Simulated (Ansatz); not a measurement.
Run report: Si$_{4}$H$_{11}$OF, saddle-point search (part 2 of 2)

The same run, continued: Si$_{4}$H$_{11}$OF; RKS PBE0-D4/cc-pVDZ (Ansatz 0.2.0). 

Geometry of the input (Å):
```
Si -0.2443  0.9470  0.0223
Si 1.1344  -1.5709  0.3241
Si 0.1731  0.5913  -2.3350
Si -1.8880  -0.1841  1.3308
F  -0.9328  2.4856  -0.0325
H  1.4397  0.3669  0.9475
O  1.3110  1.5114  0.8505
H  2.6068  -1.8885  -0.1285
H  0.9162  -2.4226  1.4338
H  0.1944  -2.0967  -0.7787
H  -0.1009  1.7939  -3.0639
H  1.4723  -0.0312  -2.5203
H  -0.9887  -0.4276  -2.7002
H  -1.7934  -1.6689  1.0990
H  -1.2723  0.0724  2.7524
H  -3.1851  0.5465  1.3174
H  1.2883  2.0404  1.6945
```

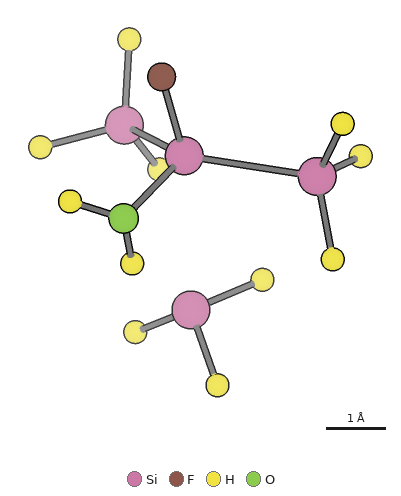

*The geometry at step 9 of the log (ball-and-stick view, seen at a tilt).*

Trajectory as extended XYZ, continued
```
17
Properties=species:S:1:pos:R:3:forces:R:3 step=3 energy=-36435.44613
Si   -0.2693    0.9446   -0.0269   -0.1576   0.0682   0.0377
Si    1.1876   -1.5257    0.3361   -0.0269  -0.0273   0.0356
Si    0.0883    0.5370   -2.3233    0.1592   0.1486   0.0975
Si   -1.8091   -0.1412    1.3928   -0.0903  -0.0829  -0.2096
F    -0.8620    2.5139    0.0368   -0.0461   0.0328  -0.0396
H     1.4831    0.3466    0.9534   -0.1513   0.1643  -0.3228
O     1.2927    1.4654    0.8246    0.2736  -0.1124   0.6110
H     2.5713   -1.8430   -0.1602    0.1223  -0.0623  -0.0283
H     0.9162   -2.4219    1.5151    0.0121  -0.0551   0.0663
H     0.2696   -2.0454   -0.7501   -0.0043   0.0297  -0.0077
H    -0.0518    1.8247   -3.0852   -0.0287  -0.0280   0.0626
H     1.4488   -0.0335   -2.5888   -0.0372  -0.0051   0.0583
H    -0.9540   -0.4255   -2.7694   -0.1314  -0.1181  -0.0685
H    -1.9143   -1.6115    1.1128    0.0663   0.0869   0.0173
H    -1.2922    0.0680    2.7802    0.0355   0.0191   0.1176
H    -3.1844    0.4627    1.2909    0.1111   0.0234  -0.0165
H     1.2097    1.9497    1.6745   -0.1062  -0.0819  -0.4111
17
Properties=species:S:1:pos:R:3:forces:R:3 step=4 energy=-36435.46717
Si   -0.2734    0.9521   -0.0220   -0.0724   0.0905   0.0188
Si    1.1914   -1.5353    0.3367    0.0095  -0.0337   0.0434
Si    0.0851    0.5368   -2.3112    0.1169   0.1237   0.0318
Si   -1.8058   -0.1419    1.3900   -0.0240  -0.0120  -0.1124
F    -0.8653    2.5218    0.0376   -0.0189   0.0127  -0.0092
H     1.4790    0.3452    0.8953   -0.0256  -0.1871   0.1083
O     1.2965    1.4588    0.8362   -0.0599   0.1989  -0.0774
H     2.5786   -1.8597   -0.1540    0.0753  -0.0567  -0.0270
H     0.9220   -2.4353    1.5220    0.0118   0.0397  -0.0171
H     0.2712   -2.0460   -0.7511    0.0013   0.0032  -0.0070
H    -0.0560    1.8306   -3.0646   -0.0083  -0.0515   0.0504
H     1.4477   -0.0356   -2.5637   -0.0465   0.0097   0.0349
H    -0.9577   -0.4249   -2.7714   -0.0786  -0.0708  -0.0352
H    -1.9000   -1.6087    1.1094    0.0314   0.0306  -0.0016
H    -1.2954    0.0682    2.7820    0.0188   0.0127   0.0819
H    -3.1710    0.4759    1.2778    0.0535   0.0034  -0.0146
H     1.1838    1.9628    1.6642    0.0158  -0.1131  -0.0682
17
Properties=species:S:1:pos:R:3:forces:R:3 step=5 energy=-36435.46927
Si   -0.2736    0.9513   -0.0219   -0.0877   0.0443  -0.0213
Si    1.1904   -1.5348    0.3347    0.0308  -0.0213   0.0180
Si    0.0861    0.5387   -2.3128    0.0313   0.0449   0.0636
Si   -1.8085   -0.1425    1.3876    0.0298   0.0124  -0.0554
F    -0.8662    2.5203    0.0361   -0.0198   0.0304  -0.0035
H     1.4782    0.3492    0.9146   -0.0442  -0.0859  -0.0211
O     1.2972    1.4618    0.8317    0.0209   0.0278  -0.0149
H     2.5795   -1.8610   -0.1566    0.0403  -0.0380  -0.0131
H     0.9235   -2.4314    1.5199    0.0036   0.0020   0.0123
H     0.2711   -2.0513   -0.7530    0.0106   0.0169   0.0100
H    -0.0587    1.8302   -3.0640   -0.0008  -0.0140   0.0258
H     1.4464   -0.0364   -2.5609   -0.0172   0.0059   0.0186
H    -0.9599   -0.4253   -2.7738   -0.0288  -0.0278  -0.0135
H    -1.8968   -1.6095    1.1093    0.0185   0.0245  -0.0056
H    -1.2959    0.0699    2.7815    0.0015   0.0044   0.0390
H    -3.1713    0.4783    1.2776    0.0328  -0.0021  -0.0201
H     1.1890    1.9574    1.6633   -0.0216  -0.0245  -0.0188
17
Properties=species:S:1:pos:R:3:forces:R:3 step=6 energy=-36435.46988
Si   -0.2764    0.9514   -0.0228   -0.0703   0.0135  -0.0235
Si    1.1918   -1.5358    0.3332    0.0234  -0.0300   0.0271
Si    0.0832    0.5387   -2.3113    0.0051   0.0176   0.0415
Si   -1.8080   -0.1419    1.3864    0.0425   0.0287  -0.0212
F    -0.8649    2.5215    0.0375   -0.0238   0.0402  -0.0025
H     1.4789    0.3544    0.9204   -0.0421  -0.0492  -0.0639
O     1.2980    1.4625    0.8275    0.0352  -0.0287   0.0010
H     2.5813   -1.8653   -0.1584    0.0253  -0.0254  -0.0060
H     0.9266   -2.4307    1.5212    0.0047   0.0046  -0.0003
H     0.2733   -2.0578   -0.7534    0.0120   0.0204   0.0165
H    -0.0598    1.8323   -3.0586    0.0020  -0.0099   0.0163
H     1.4436   -0.0368   -2.5541   -0.0096   0.0057   0.0083
H    -0.9630   -0.4250   -2.7791   -0.0033  -0.0036   0.0035
H    -1.8930   -1.6079    1.1084    0.0120   0.0058  -0.0086
H    -1.2982    0.0726    2.7824   -0.0044   0.0012   0.0178
H    -3.1687    0.4809    1.2726    0.0131  -0.0037  -0.0176
H     1.1858    1.9519    1.6613   -0.0220   0.0128   0.0115
17
Properties=species:S:1:pos:R:3:forces:R:3 step=7 energy=-36435.47017
Si   -0.2815    0.9510   -0.0246   -0.0340  -0.0103  -0.0085
Si    1.1933   -1.5386    0.3320    0.0071  -0.0317   0.0181
Si    0.0783    0.5390   -2.3086   -0.0121  -0.0048   0.0013
Si   -1.8067   -0.1399    1.3858    0.0327   0.0302   0.0111
F    -0.8625    2.5238    0.0410   -0.0255   0.0404  -0.0039
H     1.4835    0.3649    0.9189   -0.0319  -0.0207  -0.0614
O     1.2991    1.4629    0.8226    0.0311  -0.0437   0.0065
H     2.5831   -1.8721   -0.1600    0.0105  -0.0106   0.0028
H     0.9314   -2.4309    1.5238    0.0054   0.0110  -0.0091
H     0.2764   -2.0698   -0.7519    0.0112   0.0214   0.0192
H    -0.0601    1.8358   -3.0502    0.0015  -0.0057   0.0043
H     1.4393   -0.0362   -2.5449   -0.0003   0.0028  -0.0019
H    -0.9669   -0.4236   -2.7865    0.0172   0.0173   0.0203
H    -1.8873   -1.6049    1.1068    0.0074  -0.0120  -0.0069
H    -1.3030    0.0776    2.7848   -0.0082  -0.0013  -0.0051
H    -3.1662    0.4821    1.2640   -0.0048  -0.0038  -0.0101
H     1.1803    1.9441    1.6601   -0.0071   0.0216   0.0232
17
Properties=species:S:1:pos:R:3:forces:R:3 step=8 energy=-36435.47042
Si   -0.2872    0.9489   -0.0265   -0.0063   0.0032  -0.0065
Si    1.1917   -1.5422    0.3313   -0.0007   0.0011  -0.0122
Si    0.0765    0.5419   -2.3083   -0.0045  -0.0036   0.0032
Si   -1.8077   -0.1380    1.3860   -0.0033  -0.0044   0.0051
F    -0.8638    2.5251    0.0427    0.0034  -0.0004   0.0026
H     1.4899    0.3765    0.9116   -0.0087  -0.0140  -0.0296
O     1.3022    1.4611    0.8177    0.0093   0.0216   0.0420
H     2.5832   -1.8770   -0.1579   -0.0022  -0.0007   0.0022
H     0.9362   -2.4272    1.5278   -0.0057  -0.0074   0.0121
H     0.2755   -2.0807   -0.7480    0.0060   0.0031   0.0066
H    -0.0592    1.8394   -3.0473   -0.0037   0.0062  -0.0056
H     1.4374   -0.0328   -2.5428    0.0058  -0.0026  -0.0034
H    -0.9685   -0.4188   -2.7861    0.0026   0.0014   0.0053
H    -1.8802   -1.6044    1.1073    0.0054   0.0037   0.0017
H    -1.3101    0.0839    2.7862   -0.0031   0.0019  -0.0039
H    -3.1702    0.4772    1.2571    0.0008  -0.0064  -0.0031
H     1.1846    1.9321    1.6622    0.0048  -0.0026  -0.0165
17
Properties=species:S:1:pos:R:3:forces:R:3 step=9 energy=-36435.47054
Si   -0.2885    0.9467   -0.0264    0.0244  -0.0114   0.0114
Si    1.1862   -1.5457    0.3302   -0.0153   0.0307  -0.0201
Si    0.0753    0.5446   -2.3081   -0.0022   0.0024  -0.0053
Si   -1.8093   -0.1387    1.3846   -0.0104  -0.0059   0.0006
F    -0.8579    2.5253    0.0486   -0.0137   0.0090  -0.0016
H     1.4990    0.3900    0.9006    0.0042   0.0267   0.0389
O     1.3057    1.4665    0.8186    0.0228  -0.0748  -0.0955
H     2.5792   -1.8788   -0.1567   -0.0014   0.0016   0.0077
H     0.9330   -2.4251    1.5324    0.0002   0.0091   0.0034
H     0.2741   -2.0952   -0.7458   -0.0013   0.0015  -0.0025
H    -0.0618    1.8424   -3.0471   -0.0004  -0.0008  -0.0029
H     1.4365   -0.0305   -2.5424    0.0014   0.0019  -0.0049
H    -0.9690   -0.4164   -2.7860   -0.0006  -0.0032   0.0027
H    -1.8718   -1.6060    1.1090    0.0018  -0.0013   0.0038
H    -1.3168    0.0900    2.7852   -0.0013   0.0020   0.0000
H    -3.1753    0.4674    1.2501   -0.0010  -0.0035  -0.0009
H     1.1917    1.9286    1.6664   -0.0071   0.0161   0.0652
17
Properties=species:S:1:pos:R:3:forces:R:3 step=10 energy=-36435.47068
Si   -0.2875    0.9480   -0.0263    0.0068  -0.0027  -0.0017
Si    1.1882   -1.5433    0.3306   -0.0063   0.0096  -0.0085
Si    0.0760    0.5439   -2.3083    0.0000   0.0018   0.0008
Si   -1.8087   -0.1386    1.3851   -0.0043  -0.0047  -0.0008
F    -0.8614    2.5254    0.0458    0.0034  -0.0020   0.0035
H     1.4943    0.3823    0.9054    0.0014   0.0011   0.0046
O     1.3055    1.4626    0.8178    0.0039   0.0019  -0.0057
H     2.5808   -1.8777   -0.1560   -0.0009  -0.0003   0.0031
H     0.9335   -2.4241    1.5312   -0.0033   0.0012   0.0035
H     0.2743   -2.0871   -0.7470   -0.0001  -0.0021  -0.0013
H    -0.0612    1.8412   -3.0483   -0.0025   0.0002  -0.0022
H     1.4371   -0.0308   -2.5439    0.0008   0.0010  -0.0022
H    -0.9685   -0.4176   -2.7843   -0.0016  -0.0028   0.0008
H    -1.8744   -1.6057    1.1088    0.0034   0.0007   0.0021
H    -1.3142    0.0877    2.7853   -0.0018   0.0028   0.0010
H    -3.1736    0.4702    1.2525   -0.0004  -0.0037  -0.0021
H     1.1903    1.9285    1.6649    0.0015  -0.0022   0.0048
17
Properties=species:S:1:pos:R:3:forces:R:3 step=11 energy=-36435.47093
Si   -0.2826    0.9508   -0.0246   -0.0067   0.0007   0.0009
Si    1.1852   -1.5413    0.3292    0.0050  -0.0118   0.0058
Si    0.0741    0.5462   -2.3081   -0.0019   0.0008  -0.0013
Si   -1.8066   -0.1402    1.3826    0.0057   0.0053  -0.0009
F    -0.8563    2.5277    0.0518   -0.0008   0.0019   0.0006
H     1.4946    0.3768    0.9022    0.0021   0.0054  -0.0020
O     1.3111    1.4619    0.8183   -0.0005  -0.0056  -0.0015
H     2.5794   -1.8809   -0.1488    0.0003  -0.0027   0.0004
H     0.9224   -2.4154    1.5335   -0.0010   0.0019  -0.0046
H     0.2737   -2.0855   -0.7500    0.0009   0.0012   0.0001
H    -0.0709    1.8405   -3.0521   -0.0023  -0.0013   0.0017
H     1.4362   -0.0247   -2.5486   -0.0010   0.0020  -0.0005
H    -0.9690   -0.4208   -2.7770    0.0024   0.0014   0.0025
H    -1.8622   -1.6086    1.1119    0.0010  -0.0013   0.0010
H    -1.3204    0.0939    2.7847   -0.0028   0.0016  -0.0015
H    -3.1745    0.4594    1.2412   -0.0004  -0.0006  -0.0031
H     1.1963    1.9249    1.6671    0.0001   0.0010   0.0024
17
Properties=species:S:1:pos:R:3:forces:R:3 step=12 energy=-36435.47105
Si   -0.2829    0.9512   -0.0243    0.0036   0.0016  -0.0007
Si    1.1876   -1.5440    0.3303   -0.0001   0.0062  -0.0041
Si    0.0722    0.5477   -2.3077    0.0005   0.0003   0.0003
Si   -1.8067   -0.1391    1.3817   -0.0044  -0.0042   0.0007
F    -0.8560    2.5284    0.0535    0.0016  -0.0011   0.0016
H     1.4986    0.3786    0.9007   -0.0010  -0.0026   0.0016
O     1.3118    1.4615    0.8176    0.0017   0.0009  -0.0023
H     2.5815   -1.8876   -0.1458    0.0001  -0.0006   0.0013
H     0.9207   -2.4183    1.5329   -0.0017  -0.0012   0.0031
H     0.2770   -2.0866   -0.7505    0.0001  -0.0001  -0.0011
H    -0.0777    1.8417   -3.0508   -0.0020   0.0011  -0.0008
H     1.4353   -0.0196   -2.5501    0.0010   0.0013  -0.0014
H    -0.9693   -0.4216   -2.7744   -0.0010  -0.0025  -0.0004
H    -1.8594   -1.6083    1.1142    0.0012   0.0009   0.0018
H    -1.3254    0.0996    2.7845   -0.0010   0.0020   0.0013
H    -3.1750    0.4582    1.2341    0.0002  -0.0010  -0.0017
H     1.1980    1.9231    1.6673    0.0013  -0.0011   0.0008
17
Properties=species:S:1:pos:R:3:forces:R:3 step=13 energy=-36435.47113
Si   -0.2808    0.9511   -0.0233   -0.0017  -0.0033   0.0016
Si    1.1872   -1.5436    0.3296    0.0004  -0.0076   0.0038
Si    0.0710    0.5485   -2.3078   -0.0020   0.0014  -0.0005
Si   -1.8073   -0.1395    1.3813    0.0051   0.0054  -0.0012
F    -0.8529    2.5284    0.0570   -0.0012   0.0023   0.0003
H     1.4994    0.3758    0.9001    0.0007   0.0026  -0.0016
O     1.3150    1.4602    0.8174   -0.0012  -0.0033  -0.0002
H     2.5820   -1.8886   -0.1426    0.0002  -0.0012   0.0002
H     0.9168   -2.4163    1.5332   -0.0001   0.0023  -0.0041
H     0.2782   -2.0860   -0.7527    0.0009   0.0009   0.0006
H    -0.0845    1.8419   -3.0514   -0.0015  -0.0017   0.0013
H     1.4356   -0.0142   -2.5531   -0.0006   0.0016  -0.0001
H    -0.9682   -0.4246   -2.7729    0.0025   0.0011   0.0023
H    -1.8564   -1.6094    1.1184    0.0006  -0.0015   0.0005
H    -1.3306    0.1046    2.7849   -0.0019   0.0008  -0.0013
H    -3.1763    0.4548    1.2277   -0.0002  -0.0005  -0.0019
H     1.2021    1.9217    1.6673    0.0000   0.0007   0.0003
17
Properties=species:S:1:pos:R:3:forces:R:3 step=14 energy=-36435.47123
Si   -0.2793    0.9512   -0.0221    0.0042  -0.0031  -0.0025
Si    1.1888   -1.5467    0.3299   -0.0044   0.0004  -0.0001
Si    0.0684    0.5508   -2.3069   -0.0010  -0.0002  -0.0054
Si   -1.8074   -0.1380    1.3796   -0.0046  -0.0012   0.0058
F    -0.8502    2.5288    0.0614    0.0001   0.0025   0.0009
H     1.5039    0.3751    0.8988   -0.0021  -0.0024  -0.0012
O     1.3177    1.4583    0.8168    0.0039   0.0016   0.0029
H     2.5838   -1.8964   -0.1383    0.0010   0.0003   0.0001
H     0.9126   -2.4188    1.5324    0.0002   0.0025  -0.0021
H     0.2815   -2.0871   -0.7548    0.0013   0.0009   0.0013
H    -0.0989    1.8429   -3.0502   -0.0008  -0.0019   0.0007
H     1.4361   -0.0024   -2.5563   -0.0005   0.0011   0.0001
H    -0.9656   -0.4296   -2.7680    0.0025   0.0010   0.0015
H    -1.8511   -1.6095    1.1243    0.0003  -0.0006   0.0006
H    -1.3393    0.1153    2.7845   -0.0012  -0.0001  -0.0014
H    -3.1771    0.4518    1.2149    0.0006  -0.0011  -0.0005
H     1.2066    1.9190    1.6674    0.0004   0.0002  -0.0008
17
Properties=species:S:1:pos:R:3:forces:R:3 step=15 energy=-36435.47130
Si   -0.2761    0.9511   -0.0205    0.0007   0.0000   0.0004
Si    1.1882   -1.5485    0.3282   -0.0002  -0.0001   0.0000
Si    0.0668    0.5529   -2.3066   -0.0005  -0.0003  -0.0014
Si   -1.8087   -0.1363    1.3789   -0.0003   0.0000   0.0008
F    -0.8446    2.5295    0.0669    0.0000   0.0006   0.0000
H     1.5062    0.3705    0.8975   -0.0005   0.0011   0.0000
O     1.3227    1.4550    0.8174   -0.0004  -0.0017  -0.0012
H     2.5838   -1.9009   -0.1362    0.0002  -0.0002  -0.0001
H     0.9075   -2.4185    1.5309    0.0001   0.0001  -0.0002
H     0.2822   -2.0876   -0.7580    0.0003   0.0001   0.0004
H    -0.1189    1.8414   -3.0516    0.0002  -0.0019   0.0008
H     1.4404    0.0158   -2.5598   -0.0014   0.0008   0.0002
H    -0.9568   -0.4409   -2.7619    0.0017   0.0013   0.0004
H    -1.8470   -1.6095    1.1323   -0.0001   0.0007  -0.0001
H    -1.3495    0.1266    2.7849   -0.0004  -0.0003  -0.0009
H    -3.1790    0.4486    1.2025    0.0009  -0.0003   0.0003
H     1.2133    1.9157    1.6682   -0.0004   0.0000   0.0005
```

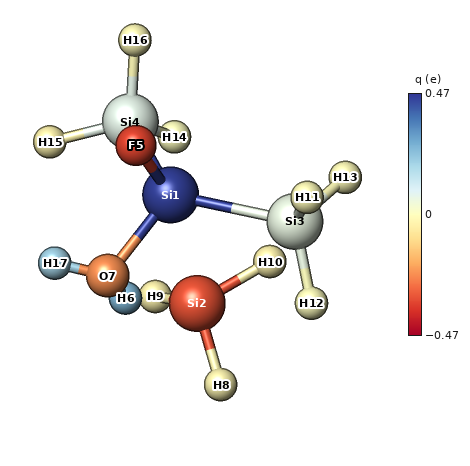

*Mulliken charges, as the colour of each atom (ball-and-stick view, seen at a tilt; atoms are numbered from 1 in the order of the input).*

By element: Si −0.32 to +0.45, F −0.34, H −0.03 to +0.25 and O −0.23 e.

Key numbers

```tsv
quantity	value
outcome	converged
total energy	−36435.4713 eV
mean-field energy	−36435.0187 eV
dispersion energy	−0.4526 eV
largest force (length of the vector) at the end	0.002 eV/Å
dipole moment	2.24 D
wall time	82 s (CPU time 2.6 min)
peak memory	0.95 GiB
```

Remarks

The program could not tell the order of the saddle point.
